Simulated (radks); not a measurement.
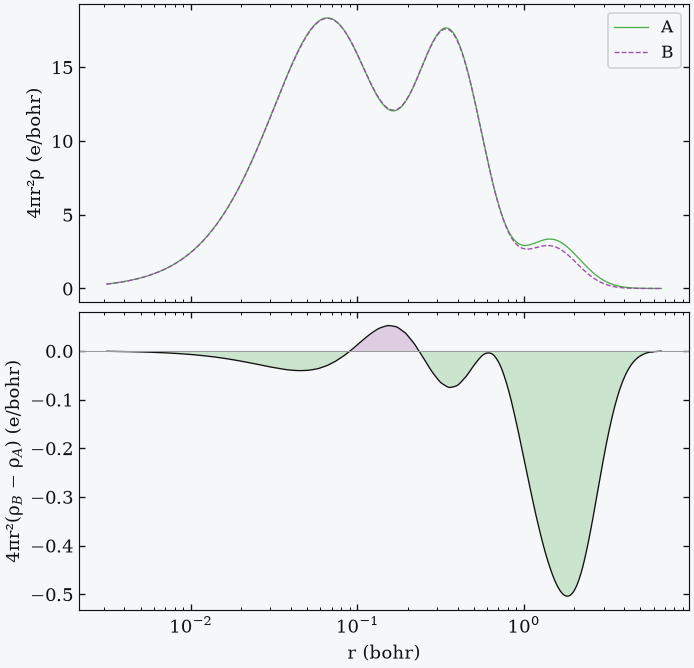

Two charge states of sulfur were computed: S²⁺ in [Ne] 3s1 3p3 (high spin); S⁺ in [Ne] 3s2 3p3 (high spin). Theory: non-relativistic Kohn-Sham, PBE, spin-polarised, spherical densities, point nucleus (computed with the in-house radial solver radks).

The plot shows both radial densities and the radial density of run B less that of run A; on the logarithmic r axis, areas aren't charges.

### Assign A and B and describe the change of the density.

A is S⁺ in [Ne] 3s2 3p3 (high spin); B is S²⁺ in [Ne] 3s1 3p3 (high spin). B holds hardly more charge than A anywhere and 1.0 electrons fewer where it is negative (most at r = 1.8 bohr), a net change of −1. The energy of B less that of A is 30.5 eV.
